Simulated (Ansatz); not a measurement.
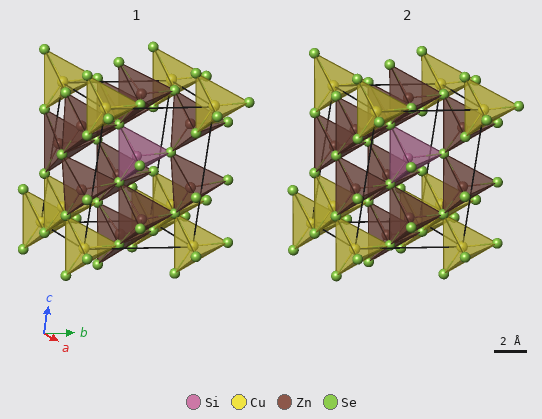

Two geometries of a crystal of Zn$_{7}$Cu$_{2}$SiSe$_{10}$ (a generated structure, set up in P1) (coarse preliminary run), drawn at one scale. One is the start of a relaxation, the other its converged end. Style: polyhedral. Shown: the cell of the calculation, slightly off an axis.

Computed with DFT PBE, scalar-relativistic, plane waves, PAW (Ansatz 0.2.0). Set-up: plane-wave cutoff 420 eV; k-point mesh 2 × 2 × 2; occupations gaussian; smearing width 0.1 eV; mesh shifted by (0.5, 0.5, 0.5); no spin polarisation; cell and atoms relaxed; force threshold 0.04 eV/Å; at most 50 steps.

Q: Which of the two is the end point?

A: Structure 1 is the relaxed one. Case: elements placed on the zinc blende lattice with like neighbours. After 5 accepted moves (6 points after the start) the energy has fallen by 64.4 meV per atom. Largest force component: 1.2 eV/Å at the start, 0.033 eV/Å at the end. The pressure goes from 3.19 to 0.00 GPa. At 1 point the geometry stayed and the basis and grid were re-selected for the new cell (energy shift of 0.4 meV per atom at most each time). A Zn atom moves most relative to the cell: 0.29 Å along [−1 −2 0]. Largest moves by element: Zn 0.29 Å, Se 0.20 Å, Cu 0.10 Å, Si 0.10 Å. Cell: a 6.870 → 6.970 Å (+1.4 %), b 6.870 → 6.965 Å (+1.4 %), c 10.494 → 10.713 Å (+2.1 %), α 83.7° → 84.1°, β 70.9° → 71.0°, γ 70.5° → 71.5°. Volume +5.7 %. Near-neighbour distances that change, for instance: Se–Zn 2.408 → 2.772 Å, Se–Zn 2.475 → 2.791 Å, Se–Zn 2.362 → 2.647 Å, Se–Zn 2.402 → 2.628 Å. Bond angles that change, for instance: Se–Zn–Se 108.7° → 126.3°, Se–Zn–Se 108.7° → 120.2°, Se–Zn–Se 110.2° → 120.6°. The space group stays P1 (No. 1).
